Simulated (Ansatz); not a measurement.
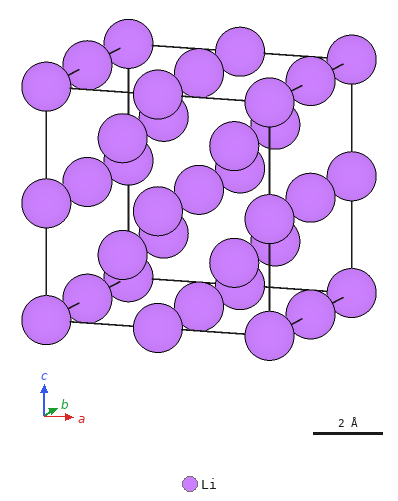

Starting frame of a dynamics run of a 16-atom cell of Li. The cell was cut from the bcc crystal. A spheres-only model of the simulation cell, seen slightly off an axis.

Computed with DFT PBE-D3(BJ), scalar-relativistic, plane waves, PAW (Ansatz 0.2.0).

Input
```yaml
accuracy: low
crystal:
  lattice:
    - [6.98, 0.0, 0.0]
    - [0.0, 6.98, 0.0]
    - [0.0, 0.0, 6.98]
  atoms:
    - { symbol: Li, position: [0.0, 0.0, 0.0] }
    - { symbol: Li, position: [0.5, 0.0, 0.0] }
    - { symbol: Li, position: [0.0, 0.5, 0.0] }
    - { symbol: Li, position: [0.0, 0.0, 0.5] }
    - { symbol: Li, position: [0.25, 0.25, 0.25] }
    - { symbol: Li, position: [0.5, 0.5, 0.0] }
    - { symbol: Li, position: [0.5, 0.0, 0.5] }
    - { symbol: Li, position: [0.75, 0.25, 0.25] }
    - { symbol: Li, position: [0.0, 0.5, 0.5] }
    - { symbol: Li, position: [0.25, 0.75, 0.25] }
    - { symbol: Li, position: [0.25, 0.25, 0.75] }
    - { symbol: Li, position: [0.5, 0.5, 0.5] }
    - { symbol: Li, position: [0.75, 0.75, 0.25] }
    - { symbol: Li, position: [0.75, 0.25, 0.75] }
    - { symbol: Li, position: [0.25, 0.75, 0.75] }
    - { symbol: Li, position: [0.75, 0.75, 0.75] }
basis:
  ecutwfc: 420.0
kpoints:
  mp_grid: { grid: [3, 3, 3] }
hamiltonian:
  xc: pbe
  dispersion: d3bj
scf:
  occupations: { method: fermi_dirac, width: 0.16 }
  lower_state_search: "off"
md:
  timestep: 1
  n_steps: 200
  ensemble: nvt_langevin
  temperature: 300.0
  initial_velocities: maxwell_boltzmann
  seed: 390288
  friction: 0.02
  temperature_schedule: [{ n_steps: 200, end_temperature: 1800.0 }]
```

Launched with:
```bash
ansatz run input.yaml --threads 1 --pin off --max-ram 3072MiB --backend cpu --events-out ev --progress --plain --runs-dir out
```

> Predict how the run goes.

Under the programmed temperature the kinetic temperature goes from 268 K (first eighth) to 1256 K (last eighth), with a peak of 1546 K. That is well off the final set point of 1800 K. The potential energy in the second half lies on average 93.0 meV per atom above the first frame. In the second half of the run the atoms are, in the root-mean-square, this far from where they began (common drift taken out): Li 0.51 Å. That is small against the typical shortest distance between atoms in the first frame, about 3.0 Å: the atoms vibrate about their sites and the arrangement holds.

Along the run (each row but the first and the last is the mean over the interval that it begins):

```csv
time (fs),potential energy (meV/atom),T (K)
0.0,0.0,281
20.0,26.7,289
40.0,36.7,509
60.0,59.8,533
80.0,61.6,707
100.0,82.9,674
120.0,96.0,580
140.0,78.1,898
160.0,78.0,1300
180.0,128.0,1267
200.0,138.3,1257
```

The paths of the atoms:

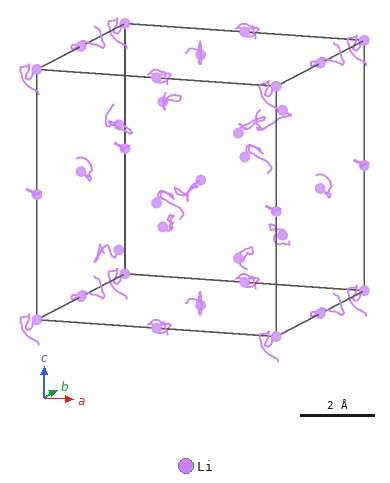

Limits of the set-up: the program's low-accuracy preset was used.

Cost: 25 min on 1 thread of AMD EPYC 7R13 Processor (Zen 3) (shared host), peak memory 0.64 GiB.
